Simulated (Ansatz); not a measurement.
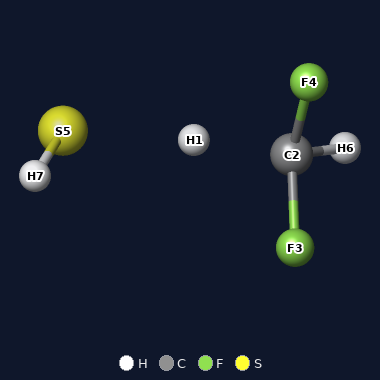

The system is the reacting system CH₃F₂S (fragments CH₂F₂ + HS where the first distance is long, H₂S + CHF₂ where the second is long), spin multiplicity 2; the picture shows the reference structure. Coordinates scanned: (1) distance H1–S5 (bond that forms); (2) distance H1–C2 (bond that breaks). Relaxed at each point: all other coordinates. The scan uses an 8 × 8 grid. Points are written as (first, second). Energies are in kcal/mol, from the lowest grid point. Computed with Ansatz, UKS PBE-D4/def2-SVP.

Its coordinates:

```csv
atom,x (Å),y (Å),z (Å)
H,0.4516,0.0048,0.3054
C,-0.8488,-0.4345,0.0922
F,-0.9790,-0.7131,-1.2096
F,-1.6815,0.5466,0.4548
S,2.1323,0.6296,0.3971
H,-0.9814,-1.3434,0.7238
H,1.9067,1.3100,-0.7638
```

Range: distance H1–S5 (bond that forms) from 1.224 to 2.424 Å; distance H1–C2 (bond that breaks) from 0.963 to 2.463 Å.

What will the energy surface look like?

The lowest grid point is at (2.424 Å, 1.095 Å). It lies in a valley that leaves the map towards separated partners. The energy also falls towards the edge at (1.329 Å, 2.463 Å) (8.7 kcal/mol above the lowest), where a further well may lie outside the range. The highest grid point, (1.224 Å, 0.963 Å), lies 91.5 kcal/mol above the lowest.

```csv
"second ↓, first →",1.224,1.329,1.475,1.640,1.820,2.012,2.214,2.424
2.463,15.6,8.7,11.0,21.4,35.4,49.9,62.6,72.3
2.200,16.4,9.0,10.5,19.8,32.7,46.0,57.2,65.2
1.948,18.0,9.6,9.6,17.2,28.1,39.1,48.0,54.1
1.708,21.1,10.8,8.3,13.1,20.8,28.5,34.6,38.7
1.483,27.2,13.8,7.1,7.4,11.1,15.1,18.5,20.9
1.276,38.9,20.7,8.2,3.2,2.4,3.2,4.4,5.2
1.095,60.2,36.8,18.2,7.9,3.0,1.0,0.3,0.0
0.963,91.5,63.9,40.6,26.4,18.7,14.7,12.8,11.7
```

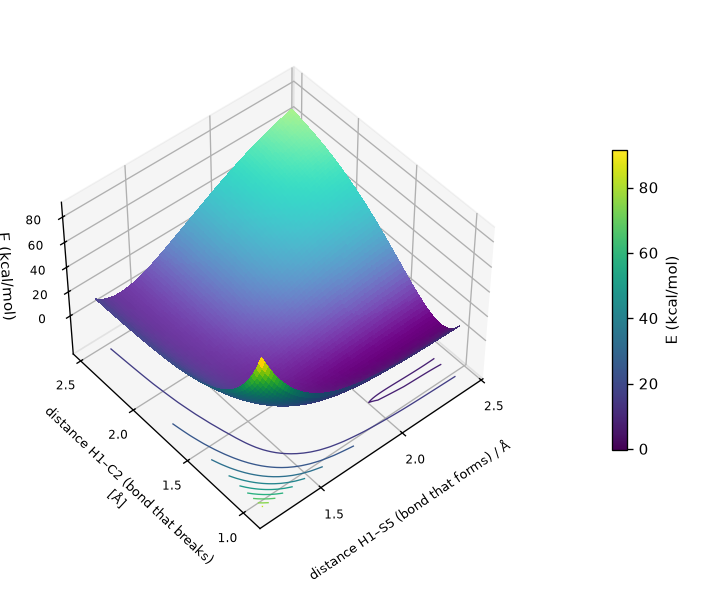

Drawn: a relief with its contours projected below. Between grid points the surface is interpolated.

Each point was launched as `ansatz run input.yaml --threads 1 --pin off --max-ram 2560MiB --backend cpu --events-out ev --progress --plain --runs-dir out`. The whole map (64 points run) took 21 min on 1 thread of Intel(R) Xeon(R) 6975P-C (Granite Rapids), on a shared host.
